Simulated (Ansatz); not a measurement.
# B3LYP/6-31G(d) (spherical functions) run of CH7NOSi (SMILES CO[SiH2]N)

What is the energy change on altering one bond length of CH7NOSi at B3LYP/6-31G* (spherical functions)? 

The calculation is run with Ansatz 0.2.0.

123 further runs of the same task are left out: 123 set aside as unsound or not needed.

### Step 1. The molecule

CH7NOSi has 11 atoms, charge 0, and is taken as a singlet. As SMILES, `CO[SiH2]N`. Geometry: relaxed at PBE0-D4/def2-TZVP. This is one conformer, not always the lowest.

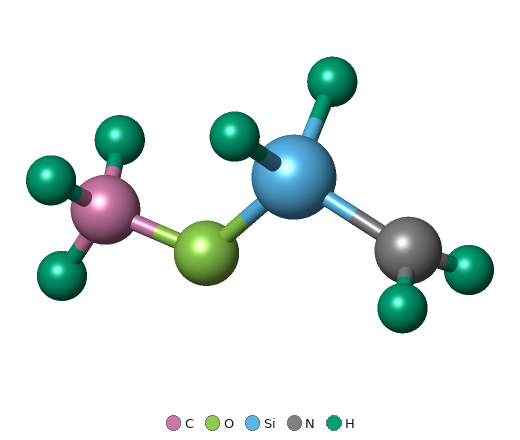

Viewed from a chosen angle; carbon pink, oxygen green, silicon blue, nitrogen grey, hydrogen teal.

### Step 2. The energy at B3LYP/6-31G(d) (spherical functions)

Contents of run.yaml:

```yaml
crystal:
  periodic: [false, false, false]
  atoms:
    - symbol: C
      position_ang: [-0.655300, 1.711900, 0.500200]
    - symbol: O
      position_ang: [-0.610600, 0.508700, -0.227100]
    - symbol: Si
      position_ang: [0.533800, -0.642700, 0.054300]
    - symbol: "N"
      position_ang: [0.344700, -2.006900, -0.943700]
    - symbol: H
      position_ang: [0.258400, 2.302900, 0.362300]
    - symbol: H
      position_ang: [-1.501500, 2.301200, 0.142400]
    - symbol: H
      position_ang: [-0.790700, 1.531800, 1.573800]
    - symbol: H
      position_ang: [0.421900, -1.079900, 1.472300]
    - symbol: H
      position_ang: [1.874600, -0.055000, -0.212100]
    - symbol: H
      position_ang: [-0.403400, -2.661100, -0.783300]
    - symbol: H
      position_ang: [0.593600, -1.968000, -1.918400]
basis:
  gaussian: {orbitals: 6-31G_st_-spherical.json}
hamiltonian: {xc: {name: B3LYP}}
accuracy: high
output: {orbitals: {seedname: orbitals}}
```

The basis set 6-31G* is read from a file made from the Basis Set Exchange's data (not shown).

Started as:

```
$ ansatz run run.yaml --threads 1 --pin off --max-ram 3480MiB --events-out events.jsonl --progress --plain --runs-dir runs
```

Standard output:

```text
Warning: RAYON_NUM_THREADS=1 ignored (pool sized by the plan → 1); use --threads N
Functional definition: B3LYP
  name "B3LYP"
  parameter a0 = 0.2
  parameter ax = 0.72
  parameter ac = 0.81
  exchange = (1 - a0 - ax)*slater_x + ax*b88_x + a0*exact_x
  correlation = (1 - ac)*vwn_rpa_c + ac*lyp_c
1784 factors; integrals over basis functions are off by at most 8.4e-9 eV
mean field evaluation 1: about -12557.7641 eV, gradient 6.8e1 eV
mean field evaluation 2: about -12545.8657 eV, gradient 1.0e2 eV
mean field evaluation 4: about -12566.7609 eV, gradient 5.0e0 eV
mean field evaluation 8: about -12567.0452 eV, gradient 3.9e-1 eV
mean field evaluation 16: about -12567.0456 eV, gradient 8.0e-6 eV
mean field -12567.04556312 eV, -461.8304061954 hartree, gradient 1.5e-8 eV, S^2 0.000000; 0 other end points of the search recorded, 0 dependent functions left out
reference -12567.04560282 eV, -461.8304076543 hartree; 21, 21 occupied and 53, 53 virtual orbitals, 1784 factors
Total energy: -12567.04560282 eV, -461.8304076543 hartree
```

It took 6.9 s on 1 thread of Arm Neoverse V2, shared host; peak memory 0.24 GiB.

### Step 3. The distorted shape, same level

Contents of job.yaml:

```yaml
crystal:
  periodic: [false, false, false]
  atoms:
    - {symbol: C, position_ang: [-0.779751, 1.692450, 0.987555]}
    - {symbol: O, position_ang: [-0.735051, 0.489250, 0.260255]}
    - {symbol: Si, position_ang: [0.409349, -0.662150, 0.541655]}
    - {symbol: N, position_ang: [0.220249, -2.026350, -0.456345]}
    - {symbol: H, position_ang: [0.133949, 2.283450, 0.849655]}
    - {symbol: H, position_ang: [-1.625951, 2.281750, 0.629755]}
    - {symbol: H, position_ang: [-0.915151, 1.512350, 2.061155]}
    - {symbol: H, position_ang: [0.297449, -1.099350, 1.959655]}
    - {symbol: H, position_ang: [1.750149, -0.074450, 0.275255]}
    - {symbol: H, position_ang: [-0.527851, -2.680550, -0.295945]}
    - {symbol: H, position_ang: [0.593600, -1.968000, -1.918400]}
basis:
  gaussian: {orbitals: 6-31G_st_-spherical.json}
hamiltonian: {xc: {name: B3LYP}}
accuracy: high
output: {orbitals: {seedname: orbitals}}
```

The basis set 6-31G* is read from a file made from the Basis Set Exchange's data (not shown).

Started as:

```
$ ansatz run job.yaml --threads 1 --pin off --max-ram 3480MiB --events-out events.jsonl --progress --plain --runs-dir runs
```

Standard output, shortened:

```text
Warning: RAYON_NUM_THREADS=1 ignored (pool sized by the plan → 1); use --threads N
[... 7 set-up lines as earlier in the session ...]
1784 factors; integrals over basis functions are off by at most 8.4e-9 eV
mean field evaluation 1: about -12554.2582 eV, gradient 7.0e1 eV
mean field evaluation 2: about -12534.3100 eV, gradient 1.1e2 eV
mean field evaluation 4: about -12564.4745 eV, gradient 5.8e0 eV
mean field evaluation 8: about -12564.7746 eV, gradient 6.9e-1 eV
mean field evaluation 16: about -12564.7755 eV, gradient 3.4e-5 eV
mean field -12564.77546832 eV, -461.7469817500 hartree, gradient 2.9e-8 eV, S^2 0.000000; 0 other end points of the search recorded, 0 dependent functions left out
reference -12564.77550901 eV, -461.7469832453 hartree; 21, 21 occupied and 53, 53 virtual orbitals, 1784 factors
Total energy: -12564.77550901 eV, -461.7469832453 hartree
```

Run time: 7.2 s. Hardware: 1 thread of Arm Neoverse V2, shared host; peak memory 0.24 GiB.

### Step 4. What came out

At B3LYP/6-31G* (spherical functions):

| quantity | value |
| --- | --- |
| first shape: total energy | -461.83041 Eh |
| first shape: HOMO energy | -7.17 eV |
| first shape: LUMO energy | 1.30 eV |
| first shape: HOMO–LUMO gap | 8.48 eV |
| distorted shape: total energy | -461.74698 Eh |
| distorted shape: HOMO energy | -7.04 eV |
| distorted shape: LUMO energy | -1.39 eV |
| distorted shape: HOMO–LUMO gap | 5.65 eV |
| energy change with the N4–H11 bond stretched from 1.007 to 1.510 Å | 2.270 eV |

**Reading.** With the N4–H11 bond stretched from 1.007 to 1.510 Å the energy rises by 2.27 eV (52 kcal/mol). The first shape isn't relaxed at this level, so the change isn't measured from a minimum.
